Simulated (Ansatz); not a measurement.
# Run report: GeH4ClOF, molecular dynamics (part 3 of 3)

The same run, continued: GeH4ClOF; RKS PBE/def2-SVP (Ansatz 0.2.0). It belongs to a series of runs on one base structure; here: dynamics from the highest image of the converged band.

Geometry of the input (Å):
```
Ge -0.0907  -0.1905  0.0474
Cl 0.7938  0.5022  2.3768
H  1.3024  -0.0779  -0.6027
H  -1.0553  1.0009  0.1839
O  -1.1768  -1.2869  -0.8614
H  -0.8065  -2.1849  -0.9584
F  0.3057  -1.8113  1.2870
H  0.6248  -1.0622  2.0405
```

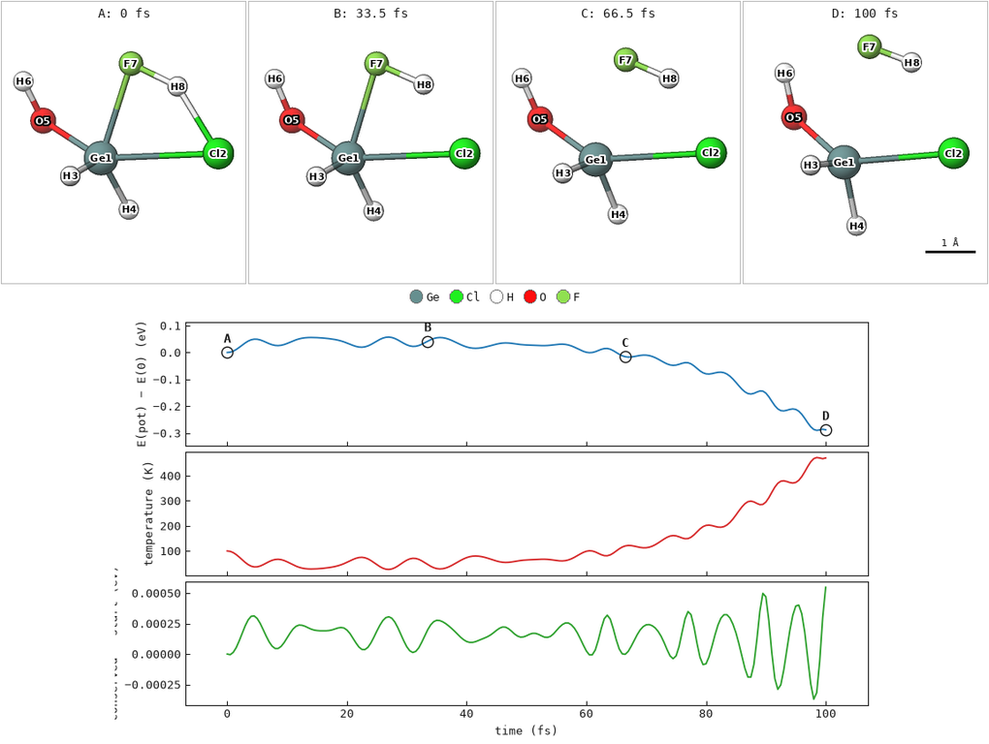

*Frames of the molecular dynamics (ball-and-stick, seen at an oblique angle) above the curves, on which the letters mark them.*

The trajectory kept here has 201 frames over 100 fs. The temperature starts at 100 K, ranges from 26 to 473 K and averages 195 K over the second half. The potential energy ends 0.287 eV below its first value. The conserved quantity stays within 0.00092 eV. After an unweighted best fit of the last frame on the first, the root-mean-square displacement is 0.30 Å.

```
Total energy: -73837.73070205 eV, -2713.4865542889 hartree
Atom 0 at    -0.051086    -0.090741     0.043420 Å, force     0.500630     0.288677     0.128094 eV/Å
Atom 1 at     0.677031     0.481251     2.244567 Å, force    -0.560322    -0.347353    -0.557643 eV/Å
Atom 2 at     1.357401    -0.306721    -0.546614 Å, force    -0.004972    -0.001360    -0.095126 eV/Å
Atom 3 at    -0.779690     1.231037    -0.199824 Å, force    -0.157923     0.166750    -0.144806 eV/Å
Atom 4 at    -1.217634    -1.271815    -0.655563 Å, force     0.126077     0.042612     0.501864 eV/Å
Atom 5 at    -0.916937    -2.195751    -0.512902 Å, force    -0.032608     0.250827     0.055403 eV/Å
Atom 6 at     0.400256    -2.139919     1.367679 Å, force    -0.221099    -1.680066    -1.275997 eV/Å
Atom 7 at     0.523813    -1.547888     2.067959 Å, force     0.350216     1.279913     1.388212 eV/Å
Dipole moment:     0.079285    -0.183538    -0.146665 e Å
```

Trajectory as extended XYZ (Å, eV, eV/Å), 12 of the 201 frames kept, from step=0 to step=200:
```
8
Properties=species:S:1:pos:R:3:forces:R:3 step=0 time_fs=0.0 energy=-73837.44334 temperature=100.0
Ge   -0.0907   -0.1905    0.0474   -0.0051   0.0084   0.0053
Cl    0.7938    0.5022    2.3768   -0.0004  -0.0001   0.0026
H     1.3024   -0.0779   -0.6027    0.0033  -0.0022   0.0015
H    -1.0553    1.0009    0.1839    0.0021  -0.0004  -0.0043
O    -1.1768   -1.2869   -0.8614   -0.0104  -0.0032  -0.0071
H    -0.8065   -2.1849   -0.9584    0.0038  -0.0002   0.0014
F     0.3057   -1.8113    1.2870    0.0049   0.0072   0.0096
H     0.6248   -1.0622    2.0405    0.0019  -0.0095  -0.0089
8
Properties=species:S:1:pos:R:3:forces:R:3 step=18 time_fs=9.0 energy=-73837.41652 temperature=65.5
Ge   -0.0838   -0.1871    0.0530   -0.6967   0.0895  -0.2078
Cl    0.7911    0.5081    2.3724   -0.0945  -0.1800  -0.0314
H     1.3125   -0.0696   -0.5754    0.0519  -0.0041  -0.0875
H    -1.0840    0.9972    0.2046    0.2270  -0.1802  -0.0694
O    -1.1919   -1.3006   -0.8621    0.4877   0.2619   0.2994
H    -0.7793   -2.1863   -0.8871   -0.1147  -0.0676  -0.1027
F     0.3003   -1.8237    1.2680   -0.0298   0.1162   0.1718
H     0.5552   -1.0661    2.0339    0.1692  -0.0356   0.0276
8
Properties=species:S:1:pos:R:3:forces:R:3 step=36 time_fs=18.0 energy=-73837.39507 temperature=38.0
Ge   -0.0819   -0.1847    0.0562    0.0378  -1.0233  -0.4143
Cl    0.7866    0.5100    2.3677    0.0056  -0.3407   0.1211
H     1.3220   -0.0668   -0.5900   -0.1434   0.0052   0.0440
H    -1.0436    0.9750    0.1932   -0.2705   0.3849   0.0379
O    -1.1861   -1.3033   -0.8502    0.2438   0.3585   0.1307
H    -0.8293   -2.2118   -0.8797    0.0221   0.0192   0.0050
F     0.2934   -1.8334    1.2536    0.1986   0.7420   0.5013
H     0.6120   -1.0358    2.0775   -0.0938  -0.1457  -0.4258
8
Properties=species:S:1:pos:R:3:forces:R:3 step=55 time_fs=27.5 energy=-73837.38746 temperature=28.3
Ge   -0.0828   -0.1886    0.0556   -0.4792   0.9963  -0.1328
Cl    0.7817    0.5049    2.3642   -0.0146  -0.0944  -0.2018
H     1.2950   -0.0621   -0.6068    0.1505  -0.0495  -0.0472
H    -1.0486    1.0470    0.1723    0.2729  -0.4165  -0.1029
O    -1.1684   -1.2902   -0.8313   -0.2529  -0.1278  -0.1490
H    -0.8713   -2.2201   -0.8740    0.0678   0.1194   0.0279
F     0.2934   -1.8201    1.2562    0.0437  -0.6727  -0.1912
H     0.6455   -1.1012    1.9249    0.2119   0.2451   0.7970
8
Properties=species:S:1:pos:R:3:forces:R:3 step=73 time_fs=36.5 energy=-73837.39033 temperature=32.0
Ge   -0.0853   -0.1869    0.0531    0.7264  -0.0004   0.0731
Cl    0.7772    0.4967    2.3581    0.0731  -0.2407   0.0918
H     1.3073   -0.0913   -0.6197   -0.0649  -0.0070   0.0949
H    -1.0049    1.0183    0.1139   -0.2525   0.3479   0.0828
O    -1.1640   -1.2791   -0.8204   -0.4626  -0.4593  -0.3463
H    -0.8443   -2.2024   -0.8503   -0.0046   0.1047   0.0116
F     0.3006   -1.8182    1.2623    0.3860   0.2194   0.5852
H     0.6996   -1.1020    2.0769   -0.4009   0.0354  -0.5931
8
Properties=species:S:1:pos:R:3:forces:R:3 step=91 time_fs=45.5 energy=-73837.40975 temperature=57.0
Ge   -0.0834   -0.1817    0.0511    0.0059   0.8579  -0.1510
Cl    0.7735    0.4852    2.3529   -0.1142   0.3758  -0.0157
H     1.3168   -0.1287   -0.5914    0.0098   0.0018  -0.0212
H    -1.0165    1.0652    0.0914    0.1600  -0.1897   0.0039
O    -1.1807   -1.2833   -0.8234   -0.0002  -0.3226   0.0278
H    -0.8012   -2.1864   -0.8279   -0.1584   0.0591  -0.0833
F     0.3196   -1.8157    1.2852   -0.2468  -0.9325  -0.4300
H     0.5581   -1.0868    1.9886    0.3440   0.1501   0.6695
8
Properties=species:S:1:pos:R:3:forces:R:3 step=109 time_fs=54.5 energy=-73837.41505 temperature=63.7
Ge   -0.0801   -0.1710    0.0479   -0.1177  -0.4208  -0.1083
Cl    0.7679    0.4803    2.3485   -0.1027   0.2862   0.1753
H     1.3261   -0.1563   -0.5726    0.0445   0.0620  -0.0875
H    -0.9885    1.0763    0.0842    0.0054  -0.0437  -0.0060
O    -1.2004   -1.2957   -0.8260    0.3078   0.2004   0.2578
H    -0.8272   -2.2015   -0.8525   -0.0714   0.1286   0.0335
F     0.3331   -1.8355    1.3023   -0.1057   0.1450   0.2869
H     0.5629   -1.0821    2.1077    0.0398  -0.3578  -0.5517
8
Properties=species:S:1:pos:R:3:forces:R:3 step=127 time_fs=63.5 energy=-73837.42827 temperature=81.0
Ge   -0.0773   -0.1626    0.0433    0.1876  -0.0219  -0.0307
Cl    0.7598    0.4821    2.3461   -0.1800   0.2121  -0.2999
H     1.3334   -0.1523   -0.6025   -0.1575  -0.0290   0.0214
H    -0.9712    1.0749    0.0653   -0.1719   0.1835  -0.0768
O    -1.2082   -1.2952   -0.8157    0.3360   0.2187   0.3887
H    -0.8749   -2.2150   -0.8657    0.0126   0.1667   0.0612
F     0.3412   -1.8623    1.3234   -0.3582  -1.4908  -0.8941
H     0.6406   -1.2417    2.0235    0.3314   0.7608   0.8303
8
Properties=species:S:1:pos:R:3:forces:R:3 step=145 time_fs=72.5 energy=-73837.47410 temperature=139.9
Ge   -0.0744   -0.1550    0.0390   -0.3940   0.5140   0.2662
Cl    0.7483    0.4871    2.3387   -0.1391  -0.0848  -0.4345
H     1.2993   -0.1543   -0.6405    0.2041  -0.0129  -0.0134
H    -1.0023    1.1122    0.0028    0.3049  -0.3209   0.0261
O    -1.2036   -1.2780   -0.7882    0.0489  -0.0921   0.1746
H    -0.8793   -2.2015   -0.8301    0.0056   0.1620   0.0838
F     0.3462   -1.9188    1.3343    0.4125   0.1984   0.2825
H     0.7331   -1.2170    2.0188   -0.4429  -0.3637  -0.3854
8
Properties=species:S:1:pos:R:3:forces:R:3 step=164 time_fs=82.0 energy=-73837.51701 temperature=195.3
Ge   -0.0720   -0.1423    0.0367    0.8587   0.3200   0.2578
Cl    0.7322    0.4911    2.3200   -0.2873  -0.2423  -0.5511
H     1.3223   -0.1771   -0.6476   -0.1021  -0.0336   0.1569
H    -0.9369    1.0952   -0.0512   -0.2463   0.5220   0.0177
O    -1.1981   -1.2592   -0.7488   -0.1739  -0.6165   0.0441
H    -0.8519   -2.1775   -0.7417   -0.1321   0.1610   0.0188
F     0.3604   -1.9893    1.3440    0.3637   0.5982   0.4594
H     0.6619   -1.2317    2.0032   -0.2806  -0.7088  -0.4035
8
Properties=species:S:1:pos:R:3:forces:R:3 step=182 time_fs=91.0 energy=-73837.62483 temperature=334.0
Ge   -0.0642   -0.1220    0.0379    0.3369   1.4334   0.4570
Cl    0.7097    0.4902    2.2888   -0.4896  -0.3480  -0.6439
H     1.3403   -0.2319   -0.5837    0.0435  -0.0393  -0.0672
H    -0.8891    1.2104   -0.0953    0.2377  -0.3933  -0.0718
O    -1.2035   -1.2600   -0.7071   -0.1322  -0.4712   0.2096
H    -0.8676   -2.1804   -0.6431   -0.1246   0.1787   0.0164
F     0.3798   -2.0578    1.3543   -0.1534  -1.0287  -0.6110
H     0.5568   -1.4172    2.0405    0.2816   0.6684   0.7109
8
Properties=species:S:1:pos:R:3:forces:R:3 step=200 time_fs=100.0 energy=-73837.73067 temperature=471.2
Ge   -0.0511   -0.0907    0.0434    0.5006   0.2887   0.1281
Cl    0.6770    0.4813    2.2446   -0.5603  -0.3474  -0.5576
H     1.3574   -0.3067   -0.5466   -0.0050  -0.0014  -0.0951
H    -0.7797    1.2310   -0.1998   -0.1579   0.1668  -0.1448
O    -1.2176   -1.2718   -0.6556    0.1261   0.0426   0.5019
H    -0.9169   -2.1958   -0.5129   -0.0326   0.2508   0.0554
F     0.4003   -2.1399    1.3677   -0.2211  -1.6801  -1.2760
H     0.5238   -1.5479    2.0680    0.3502   1.2799   1.3882
```

Key numbers:

```json
{"quantity": "outcome", "value": "finished"}
{"quantity": "mean temperature over the second half", "value": "195 K"}
{"quantity": "trajectory", "value": "200 steps, 100 fs"}
{"quantity": "ensemble", "value": "nve"}
{"quantity": "temperature in the input", "value": "100.0 K"}
{"quantity": "time step", "value": "0.5 fs"}
{"quantity": "potential energy (last step)", "value": "−73837.7307 eV"}
{"quantity": "mean-field energy (last step)", "value": "−73837.7307 eV"}
{"quantity": "largest force (length of the vector) (last step)", "value": "2.121 eV/Å"}
{"quantity": "hardware", "value": "2 threads of Intel Xeon (Sapphire Rapids), 192 GiB of memory available, shared host"}
{"quantity": "wall time", "value": "5.3 min (CPU time 10 min)"}
{"quantity": "peak memory", "value": "0.15 GiB"}
```

So short a trajectory is not equilibrated.
